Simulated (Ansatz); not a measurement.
# Cl2H5NSi2: from a rough start to a stationary point

What shape does Cl2H5NSi2 take? The plan is to relax it, check the end point by its vibrations and derive ideal-gas thermochemistry, and look at its orbitals and charge.

Program: Ansatz 0.2.0, Gaussian basis. Level of theory: RKS PBE0-D4/def2-TZVP. These are calculated values, not measurements.

The runs, in order: relaxation at PBE-D4/def2-SVP; relaxation at PBE0-D4/def2-TZVP; harmonic vibrations at the same level; a single point in def2-TZVPP for the fields.

## (1) The system as given

SMILES `Cl[SiH2]N[SiH2]Cl`, 10 atoms, charge 0, spin multiplicity 1.

Atoms are counted from 1 here; the program's logs count them from 0.

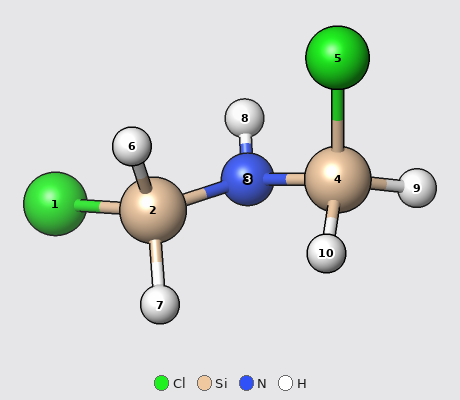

The starting geometry (chlorine green, silicon light orange, nitrogen blue, hydrogen white); atoms are numbered from 1 in the order of the file.

As a file:

```xyz
10
charge 0, multiplicity 1
Cl   -3.01950   -0.66500    0.62190
Si   -1.15680    0.07660    0.73170
N    -0.24730   -0.74300   -0.41410
Si    1.42130   -0.10160   -0.42290
Cl    1.43470    1.50320   -1.67590
H    -1.19730    1.53700    0.40520
H    -0.62600   -0.17990    2.10430
H    -0.59030   -0.62340   -1.32620
H     2.23040   -1.12220   -0.97290
H     1.83400    0.26700    0.95180
```

The start is a force-field geometry with small random shifts, so a cheaper pass at PBE-D4/def2-SVP comes first.

## (2) Relaxation at PBE-D4/def2-SVP (cheap first pass)

Contents of in.yaml:

```yaml
crystal:
  periodic: [false, false, false]
  atoms:
    - {symbol: Cl, position_ang: [-3.019500, -0.665000, 0.621900]}
    - {symbol: Si, position_ang: [-1.156800, 0.076600, 0.731700]}
    - {symbol: N, position_ang: [-0.247300, -0.743000, -0.414100]}
    - {symbol: Si, position_ang: [1.421300, -0.101600, -0.422900]}
    - {symbol: Cl, position_ang: [1.434700, 1.503200, -1.675900]}
    - {symbol: H, position_ang: [-1.197300, 1.537000, 0.405200]}
    - {symbol: H, position_ang: [-0.626000, -0.179900, 2.104300]}
    - {symbol: H, position_ang: [-0.590300, -0.623400, -1.326200]}
    - {symbol: H, position_ang: [2.230400, -1.122200, -0.972900]}
    - {symbol: H, position_ang: [1.834000, 0.267000, 0.951800]}
basis:
  gaussian: {orbitals: def2-SVP}
hamiltonian: {xc: pbe, dispersion: d4}
relax: {f_tol: 0.03, max_steps: 200}
```

Launch:

```
$ ansatz run in.yaml --threads 4 --pin off --events-out ev --progress --plain --max-ram 10444MiB
```

What it wrote (excerpt; [...] marks lines left out):

```text
Functional definition: PBE
  name "PBE"
  cite "Perdew, Burke & Ernzerhof, Phys. Rev. Lett. 77, 3865 (1996) doi:10.1103/PhysRevLett.77.3865"
  parent pbe
[...]
1244 factors; their error is unknown
[...]
mean field -42340.77479351 eV, -1555.9947740534 hartree, gradient 7.5e-5 eV, S^2 0.000000; 0 other end points of the search recorded, 0 dependent functions left out
[...]
reference -42340.77482893 eV, -1555.9947753553 hartree; 37, 37 occupied and 74, 74 virtual orbitals, 1244 factors
relax step   1: F+E_penalty+E_count = -42341.08847424 eV  Δ(F+E_penalty+E_count) = +0.000e0 eV  max|allowed force component| = 2.927e0 eV/Å  Δτ_max = 0.0000 Å  (25 SCF iters, accepted)
[...]
relax step   5: F+E_penalty+E_count = -42341.70280546 eV  Δ(F+E_penalty+E_count) = -2.489e-2 eV  max|allowed force component| = 1.877e-1 eV/Å  Δτ_max = 0.1999 Å  (27 SCF iters, accepted)
[...]
relax step   9: F+E_penalty+E_count = -42341.76677150 eV  Δ(F+E_penalty+E_count) = -2.069e-2 eV  max|allowed force component| = 7.696e-2 eV/Å  Δτ_max = 0.1946 Å  (26 SCF iters, accepted)
[...]
relax step  13: F+E_penalty+E_count = -42341.78201156 eV  Δ(F+E_penalty+E_count) = -1.893e-3 eV  max|allowed force component| = 8.410e-2 eV/Å  Δτ_max = 0.0733 Å  (26 SCF iters, accepted)
[...]
relax step  15: F+E_penalty+E_count = -42341.78310438 eV  Δ(F+E_penalty+E_count) = -2.413e-4 eV  max|allowed force component| = 3.798e-2 eV/Å  Δτ_max = 0.0448 Å  (27 SCF iters, accepted)
[...]
relax step  16: F+E_penalty+E_count = -42341.78317662 eV  Δ(F+E_penalty+E_count) = -7.224e-5 eV  max|allowed force component| = 2.058e-2 eV/Å  Δτ_max = 0.0179 Å  (28 SCF iters, accepted)
1244 factors; their error is unknown
[...]
mean field -42341.48862019 eV, -1556.0210067003 hartree, gradient 1.5e-5 eV, S^2 0.000000; 1 other end points of the search recorded, 0 dependent functions left out
[...]
reference -42341.48865724 eV, -1556.0210080618 hartree; 37, 37 occupied and 74, 74 virtual orbitals, 1244 factors
Total energy: -42341.78321367 eV, -1556.0318328108 hartree
Atom 0 at    -2.336159    -1.429793     1.409789 Å, force     0.003261    -0.001437     0.001519 eV/Å
Atom 1 at    -1.365500     0.276026     0.695752 Å, force    -0.003254     0.004065    -0.007781 eV/Å
Atom 2 at    -0.254937    -0.092556    -0.597832 Å, force     0.006950     0.002461     0.020580 eV/Å
Atom 3 at     1.477675    -0.258323    -0.484351 Å, force    -0.008440    -0.000141     0.004019 eV/Å
Atom 4 at     2.476302     1.485348    -1.054364 Å, force     0.000489    -0.002037    -0.006029 eV/Å
Atom 5 at    -2.437749     1.197946     0.201643 Å, force     0.006652    -0.000729     0.000054 eV/Å
Atom 6 at    -0.567937     0.858474     1.820195 Å, force    -0.004260    -0.005603    -0.005142 eV/Å
Atom 7 at    -0.665279    -0.219084    -1.529426 Å, force    -0.000074     0.000924    -0.004279 eV/Å
Atom 8 at     1.942775    -1.342390    -1.407058 Å, force     0.000535     0.003794    -0.001596 eV/Å
Atom 9 at     1.814009    -0.526948     0.948551 Å, force    -0.001858    -0.001295    -0.001344 eV/Å
Dipole moment:    -0.085028    -0.029940    -0.202722 e Å
```

Wall time 19 s (4 threads of Arm Neoverse V2, shared host).

The steps of the relaxation:

| step | energy from step 1 (eV) | largest force component (eV/Å) |
| --- | --- | --- |
| 1 | 0.0000 | 2.9275 |
| 2 | -0.4373 | 1.2326 |
| 3 | -0.5217 | 0.8519 |
| 4 | -0.5894 | 0.3810 |
| 5 | -0.6143 | 0.1877 |
| 6 | -0.6370 | 0.0956 |
| 7 | -0.6491 | 0.2565 |
| 8 | -0.6576 | 0.2053 |
| 9 | -0.6783 | 0.0770 |
| 10 | -0.6854 | 0.1516 |
| 11 | -0.6887 | 0.1390 |
| 12 | -0.6916 | 0.0910 |
| 13 | -0.6935 | 0.0841 |
| 14 | -0.6944 | 0.0551 |
| 15 | -0.6946 | 0.0380 |
| 16 | -0.6947 | 0.0206 |

Close pairs (by a distance rule), those that changed most:

| bond | before (Å) | after (Å) | change (Å) |
| --- | --- | --- | --- |
| Si4–H9 | 1.414 | 1.498 | +0.084 |
| Cl1–Si2 | 2.008 | 2.089 | +0.081 |
| Si2–N3 | 1.677 | 1.744 | +0.067 |
| Si4–Cl5 | 2.036 | 2.089 | +0.053 |
| N3–H8 | 0.982 | 1.026 | +0.044 |
| N3–Si4 | 1.788 | 1.744 | -0.043 |
| Si4–H10 | 1.482 | 1.496 | +0.014 |
| Si2–H7 | 1.494 | 1.497 | +0.003 |

## (3) Optimising with PBE0-D4/def2-TZVP

Contents of in.yaml:

```yaml
crystal:
  periodic: [false, false, false]
  atoms:
    - {symbol: Cl, position_ang: [-2.336159, -1.429793, 1.409789]}
    - {symbol: Si, position_ang: [-1.365500, 0.276026, 0.695752]}
    - {symbol: N, position_ang: [-0.254937, -0.092556, -0.597832]}
    - {symbol: Si, position_ang: [1.477675, -0.258323, -0.484351]}
    - {symbol: Cl, position_ang: [2.476302, 1.485348, -1.054364]}
    - {symbol: H, position_ang: [-2.437749, 1.197946, 0.201643]}
    - {symbol: H, position_ang: [-0.567937, 0.858474, 1.820195]}
    - {symbol: H, position_ang: [-0.665279, -0.219084, -1.529426]}
    - {symbol: H, position_ang: [1.942775, -1.342390, -1.407058]}
    - {symbol: H, position_ang: [1.814009, -0.526948, 0.948551]}
basis:
  gaussian: {orbitals: def2-TZVP}
hamiltonian: {xc: pbe0, dispersion: d4}
relax: {f_tol: 0.005, max_steps: 150}
```

Same command.

What it wrote (excerpt; [...] marks lines left out):

```text
Functional definition: PBE0
  name "PBE0"
  cite "Adamo & Barone, J. Chem. Phys. 110, 6158 (1999) doi:10.1063/1.478522"
  cite "Perdew, Burke & Ernzerhof, Phys. Rev. Lett. 77, 3865 (1996) doi:10.1103/PhysRevLett.77.3865"
  parent pbe
[...]
1447 factors; their error is unknown
[...]
mean field -42361.63639848 eV, -1556.7614238956 hartree, gradient 1.4e-5 eV, S^2 0.000000; 0 other end points of the search recorded, 0 dependent functions left out
[...]
reference -42361.63643577 eV, -1556.7614252662 hartree; 37, 37 occupied and 172, 172 virtual orbitals, 1447 factors
relax step   1: F+E_penalty+E_count = -42361.88958529 eV  Δ(F+E_penalty+E_count) = +0.000e0 eV  max|allowed force component| = 5.876e-1 eV/Å  Δτ_max = 0.0000 Å  (27 SCF iters, accepted)
[...]
Atom 0 at    -2.318700    -1.418130     1.357156 Å, force     0.000914     0.000079    -0.001154 eV/Å
Atom 1 at    -1.344973     0.267495     0.686118 Å, force    -0.000278     0.001291     0.003466 eV/Å
Atom 2 at    -0.248837    -0.080164    -0.585871 Å, force    -0.001887    -0.000406    -0.003581 eV/Å
Atom 3 at     1.453779    -0.251187    -0.475813 Å, force     0.003679    -0.001426     0.001614 eV/Å
Atom 4 at     2.448073     1.443580    -1.091562 Å, force    -0.001494    -0.000711     0.000052 eV/Å
Atom 5 at    -2.402049     1.188305     0.216501 Å, force     0.000941    -0.000546     0.000567 eV/Å
Atom 6 at    -0.568013     0.809768     1.819630 Å, force     0.001039    -0.000216    -0.001738 eV/Å
Atom 7 at    -0.652131    -0.197001    -1.505717 Å, force    -0.000789     0.000215    -0.000421 eV/Å
Atom 8 at     1.918476    -1.340312    -1.361202 Å, force    -0.000154     0.001698     0.002011 eV/Å
Atom 9 at     1.797574    -0.473655     0.943660 Å, force    -0.001970     0.000022    -0.000816 eV/Å
Dipole moment:    -0.084479    -0.024850    -0.193376 e Å
```

It took 33 s on 4 threads of Arm Neoverse V2, shared host; peak memory 0.66 GiB.

Step by step:

| step | energy from step 1 (eV) | largest force component (eV/Å) |
| --- | --- | --- |
| 1 | 0.0000 | 0.5876 |
| 2 | -0.0539 | 0.3226 |
| 3 | -0.0615 | 0.0484 |
| 4 | -0.0617 | 0.0101 |
| 5 | -0.0618 | 0.0125 |
| 6 | -0.0618 | 0.0138 |
| 7 | -0.0619 | 0.0124 |
| 8 | -0.0619 | 0.0037 |

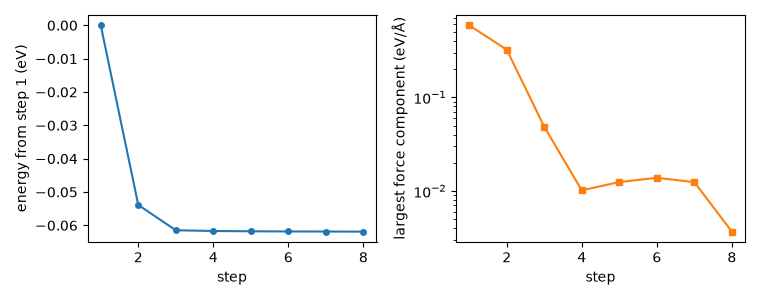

Energy and largest force along the relaxation.

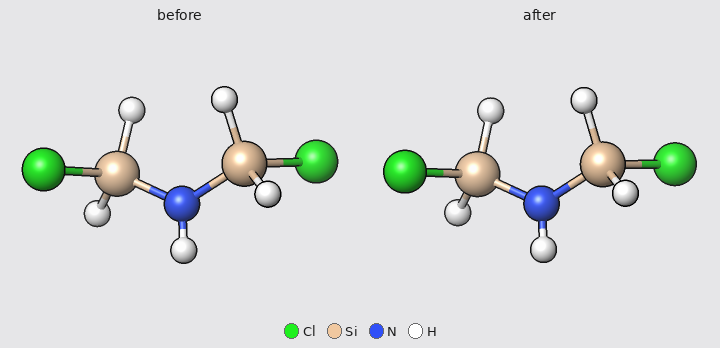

Before and after, at one scale.

Distances of close pairs at the start and the end, largest changes first:

| bond | before (Å) | after (Å) | change (Å) |
| --- | --- | --- | --- |
| Si2–N3 | 1.744 | 1.715 | -0.030 |
| Si4–Cl5 | 2.089 | 2.059 | -0.030 |
| N3–Si4 | 1.744 | 1.715 | -0.029 |
| Cl1–Si2 | 2.089 | 2.059 | -0.029 |
| Si2–H6 | 1.498 | 1.478 | -0.019 |
| Si2–H7 | 1.497 | 1.477 | -0.019 |
| Si4–H9 | 1.498 | 1.479 | -0.019 |
| Si4–H10 | 1.496 | 1.477 | -0.019 |

Mulliken charges of the relaxed molecule (report file):

| atom | value (e) |
| --- | --- |
| Cl1 | -0.25 |
| Si2 | 0.41 |
| N3 | -0.50 |
| Si4 | 0.41 |
| Cl5 | -0.25 |
| H6 | -0.02 |
| H7 | -0.01 |
| H8 | 0.24 |
| H9 | -0.02 |
| H10 | -0.01 |

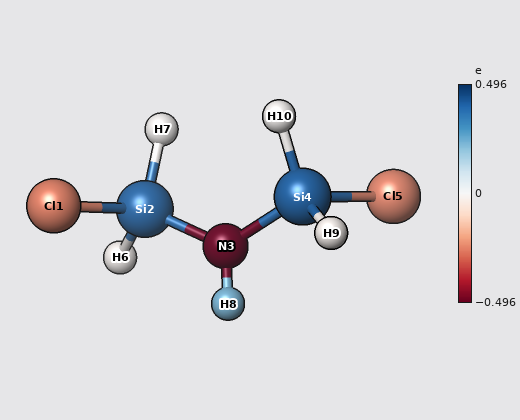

Mulliken charges of the relaxed molecule (report file), as colours on the atoms.

## (4) Force constants and modes

Contents of in.yaml:

```yaml
crystal:
  periodic: [false, false, false]
  atoms:
    - {symbol: Cl, position_ang: [-2.318700, -1.418130, 1.357156]}
    - {symbol: Si, position_ang: [-1.344973, 0.267495, 0.686118]}
    - {symbol: N, position_ang: [-0.248837, -0.080164, -0.585871]}
    - {symbol: Si, position_ang: [1.453779, -0.251187, -0.475813]}
    - {symbol: Cl, position_ang: [2.448073, 1.443580, -1.091562]}
    - {symbol: H, position_ang: [-2.402049, 1.188305, 0.216501]}
    - {symbol: H, position_ang: [-0.568013, 0.809768, 1.819630]}
    - {symbol: H, position_ang: [-0.652131, -0.197001, -1.505717]}
    - {symbol: H, position_ang: [1.918476, -1.340312, -1.361202]}
    - {symbol: H, position_ang: [1.797574, -0.473655, 0.943660]}
basis:
  gaussian: {orbitals: def2-TZVP}
hamiltonian: {xc: pbe0, dispersion: d4}
phonons: {temperatures: {t_min: 298.15, t_max: 900, t_step: 200}}
```

Same command.

What it wrote (excerpt; [...] marks lines left out):

```text
Functional definition: PBE0
  name "PBE0"
  cite "Adamo & Barone, J. Chem. Phys. 110, 6158 (1999) doi:10.1063/1.478522"
  cite "Perdew, Burke & Ernzerhof, Phys. Rev. Lett. 77, 3865 (1996) doi:10.1103/PhysRevLett.77.3865"
  parent pbe
[...]
1447 factors; their error is unknown
[...]
mean field -42361.69536079 eV, -1556.7635907207 hartree, gradient 1.2e-5 eV, S^2 0.000000; 0 other end points of the search recorded, 0 dependent functions left out
[...]
reference -42361.69539762 eV, -1556.7635920742 hartree; 37, 37 occupied and 172, 172 virtual orbitals, 1447 factors
[...]
1447 factors; their error is unknown
mean field -42361.69530078 eV, -1556.7635885152 hartree, gradient 1.9e-6 eV, S^2 0.000000; 0 other end points of the search recorded, 0 dependent functions left out
[...]
reference -42361.69533760 eV, -1556.7635898685 hartree; 37, 37 occupied and 172, 172 virtual orbitals, 1447 factors
[...]
Atom 2 at    -0.248837    -0.080164    -0.585871 Å, force    -0.001831    -0.000434    -0.003588 eV/Å
Atom 3 at     1.453779    -0.251187    -0.475813 Å, force     0.003671    -0.001405     0.001583 eV/Å
Atom 4 at     2.448073     1.443580    -1.091562 Å, force    -0.001492    -0.000742     0.000057 eV/Å
Atom 5 at    -2.402049     1.188305     0.216501 Å, force     0.000940    -0.000542     0.000574 eV/Å
Atom 6 at    -0.568013     0.809768     1.819630 Å, force     0.001020    -0.000213    -0.001742 eV/Å
Atom 7 at    -0.652131    -0.197001    -1.505717 Å, force    -0.000800     0.000213    -0.000433 eV/Å
Atom 8 at     1.918476    -1.340312    -1.361202 Å, force    -0.000162     0.001709     0.002013 eV/Å
Atom 9 at     1.797574    -0.473655     0.943660 Å, force    -0.001985     0.000029    -0.000805 eV/Å
Dipole moment:    -0.084479    -0.024851    -0.193376 e Å
Vibrations: 30.97 32.26 151.07 203.38 256.48 414.21 521.62 539.48 567.14 608.64 710.06 760.30 846.54 875.42 903.99 934.66 949.55 971.41 1209.68 2258.24 2260.72 2270.18 2277.80 3600.95 cm⁻¹, zero-point energy 1.497402 eV
```

Wall time 2.6 min (4 threads of Arm Neoverse V2, shared host); peak memory 0.65 GiB.

Motions are named by where the mode's potential energy lies. Wavenumbers, unscaled:

| mode | cm⁻¹ | motion |
| --- | --- | --- |
| 1 | 31 | torsion |
| 2 | 32 | torsion |
| 3 | 151 | bend |
| 4 | 203 | bend |
| 5 | 256 | bend |
| 6 | 414 | torsion with bend |
| 7 | 522 | Si–Cl stretch |
| 8 | 539 | Si–Cl stretch |
| 9 | 567 | bend with torsion |
| 10 | 609 | Si–N stretch with bend |
| 11 | 710 | bend with Si–N stretch |
| 12 | 760 | bend |
| 13 | 847 | bend |
| 14 | 875 | bend |
| 15 | 904 | bend with wag or twist |
| 16 | 935 | bend with wag or twist |
| 17 | 950 | bend |
| 18 | 971 | Si–N stretch |
| 19 | 1210 | bend |
| 20 | 2258 | Si–H stretch |
| 21 | 2261 | Si–H stretch |
| 22 | 2270 | Si–H stretch |
| 23 | 2278 | Si–H stretch |
| 24 | 3601 | N–H stretch |

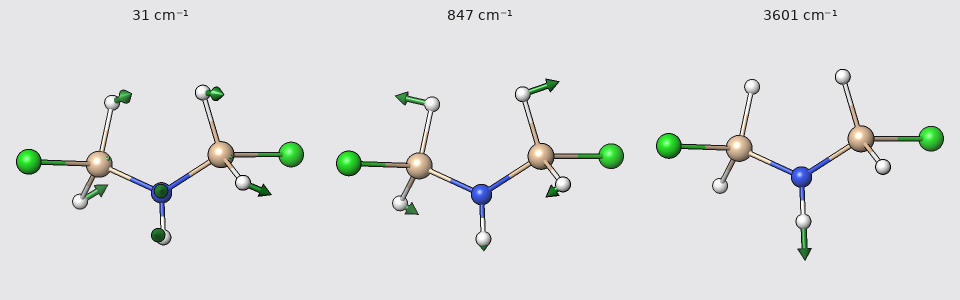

How the atoms move in 3 of the modes.

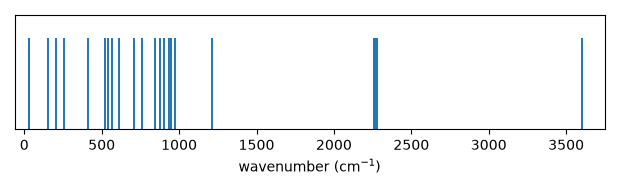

The harmonic wavenumbers as sticks (no intensities were computed).

From these modes and the moments of inertia (298.15 K, 1 bar, symmetry number 2):

| term | value |
| --- | --- |
| zero-point energy | 34.5 kcal/mol |
| H(298) − E | 40.0 kcal/mol |
| entropy, translation | 171.0 J/(mol K) |
| entropy, rotation | 115.9 J/(mol K) |
| entropy, vibration | 93.3 J/(mol K) |
| entropy, total | 380.3 J/(mol K) |

## (5) Orbitals, density and potential

in.yaml: that of step 4 with these lines changed.

```diff
@@ -14,4 +14,4 @@
 basis:
-  gaussian: {orbitals: def2-TZVP}
+  gaussian: {orbitals: def2-TZVPP}
 hamiltonian: {xc: pbe0, dispersion: d4}
-phonons: {temperatures: {t_min: 298.15, t_max: 900, t_step: 200}}
+output: {orbitals: {seedname: orbitals}}
```

Same command.

What it wrote:

```text
Functional definition: PBE0
  name "PBE0"
  cite "Adamo & Barone, J. Chem. Phys. 110, 6158 (1999) doi:10.1063/1.478522"
  cite "Perdew, Burke & Ernzerhof, Phys. Rev. Lett. 77, 3865 (1996) doi:10.1103/PhysRevLett.77.3865"
  parent pbe
  parameter a = 0.25
  parameter kappa = 0.804
  parameter beta = 0.06672455060314922
  exchange = (1 - a)*pbe_x(kappa = kappa, mu = beta*pi^2/3) + a*exact_x
  correlation = pbe_c(beta = beta)
1682 factors; their error is unknown
mean field evaluation 1: about -42355.4868 eV, gradient 5.8e1 eV
mean field evaluation 2: about -42345.1555 eV, gradient 8.5e1 eV
mean field evaluation 4: about -42361.6206 eV, gradient 3.5e0 eV
mean field evaluation 8: about -42361.6466 eV, gradient 3.1e-2 eV
mean field -42361.74575274 eV, -1556.7654425908 hartree, gradient 7.7e-5 eV, S^2 0.000000; 0 other end points of the search recorded, 0 dependent functions left out
reference -42361.74578910 eV, -1556.7654439269 hartree; 37, 37 occupied and 232, 232 virtual orbitals, 1682 factors
Total energy: -42362.00189711 eV, -1556.7748557227 hartree
```

It took 4.1 s on 4 threads of Arm Neoverse V2, shared host; peak memory 0.89 GiB.

The fields below are evaluated on a grid from the run's orbitals.

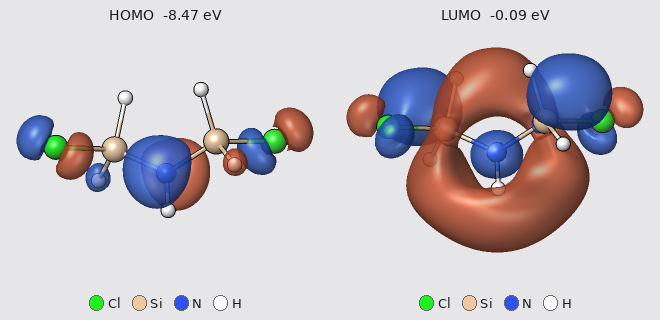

Frontier orbitals at PBE0-D4/def2-TZVPP; each surface holds 70 % of the orbital's density, blue and red mark the sign.

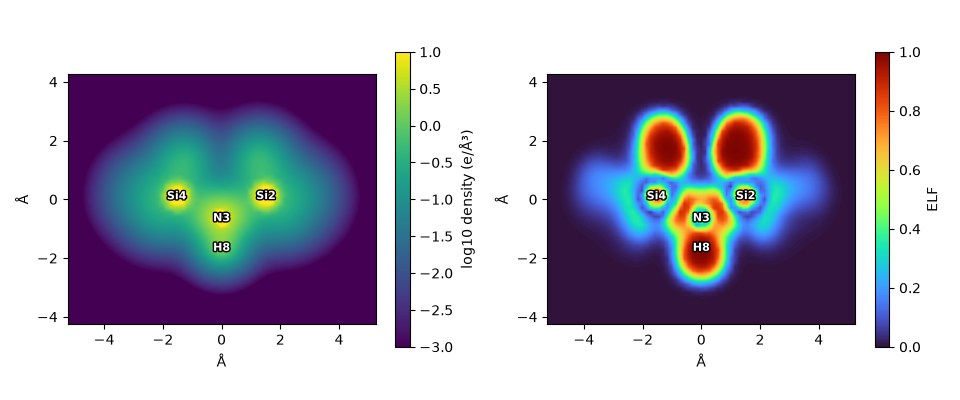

Density (left) and ELF (right) in a plane through or near 4 of the atoms.

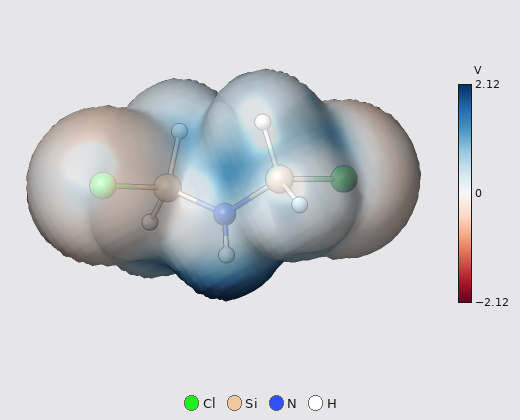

The potential that a unit positive charge feels on the 0.002 e/bohr³ surface, from -0.39 V near Cl5 to 2.12 V near H8.

## (6) Results

| quantity | value |
| --- | --- |
| point group | C2 |
| steps | 16 + 8 |
| shift from the start (rms) | 0.852 Å |
| total energy | -42361.9515 eV |
| dispersion term | -256 meV |
| dipole moment | 1.02 D |
| lowest, highest wavenumber | 31, 3601 cm⁻¹ |
| zero-point energy | 34.5 kcal/mol |
| entropy at 298.15 K | 380.3 J/(mol K) |
| HOMO, LUMO | -8.47, -0.09 eV |

**Reading.** The relaxed geometry lies 0.85 Å (rms) from the start; the bond that changed most is N3–Si4, from 1.788 to 1.715 Å. All wavenumbers are real, so the end point is a minimum. The stiffest mode, 3601 cm⁻¹, is an N–H stretch, and 3 modes under 200 cm⁻¹ make the vibrational entropy uncertain. Harmonic hybrid wavenumbers usually lie a few per cent above measured fundamentals. The largest Mulliken charge, -0.50 e, sits on N3. The HOMO lies mostly on N3 56 %; Cl1, Cl5 about 13 % each and the LUMO on H8 23 %; 4 H atoms about 10 % each.
